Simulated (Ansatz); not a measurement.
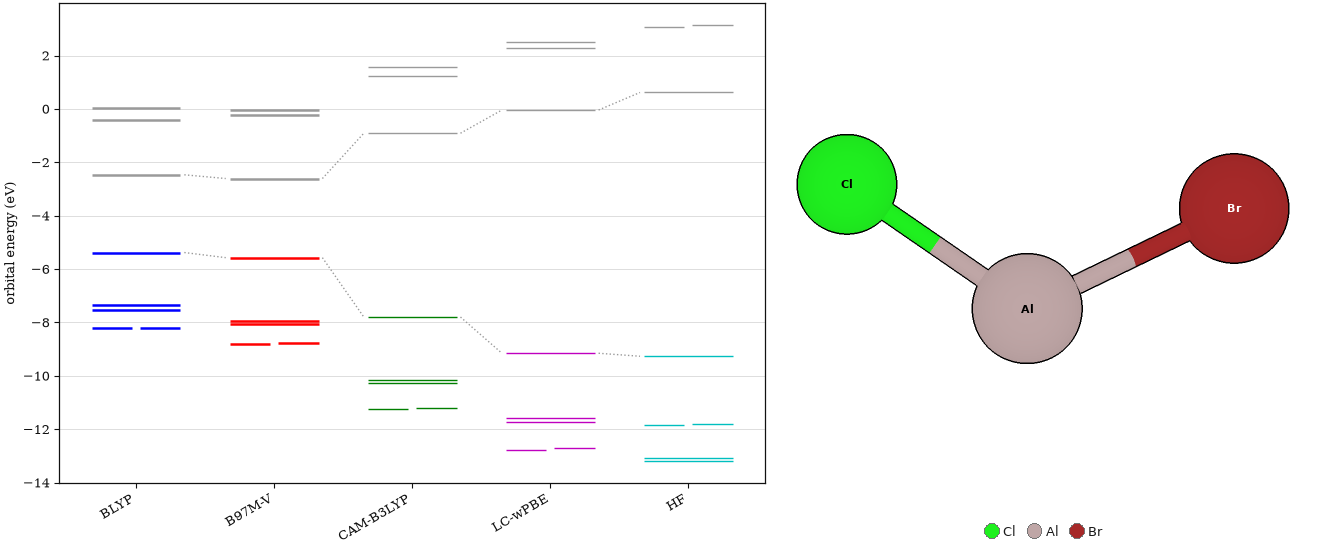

Frontier orbital energies (alpha spin) of AlBrCl, SMILES [Cl][Al][Br], doublet at one geometry, def2-TZVPP, the Ansatz code, at a PBE0-D4/def2-TZVP geometry (a minimum by its frequencies). Empty levels are grey, levels within 0.1 eV stand side by side; all columns show the same few orbitals around the gap. Dotted lines join the HOMOs and the LUMOs. HOMO and LUMO mean the alpha set's.

> Compare the HOMO-LUMO separations.

The separation grows from 2.91 eV (BLYP) to 9.88 eV (HF).

```tsv
level	HOMO (eV)	LUMO (eV)	separation (eV)
BLYP	−5.38	−2.47	2.91
B97M-V	−5.57	−2.61	2.96
CAM-B3LYP	−7.80	−0.91	6.89
LC-wPBE	−9.15	−0.04	9.11
HF	−9.27	0.62	9.88
```

Caveats, for all or some of the runs: empty levels above zero depend strongly on the basis; no scalar relativity up to krypton; spin-orbit coupling is left out, and with Br it can shift these levels and split any degenerate set.
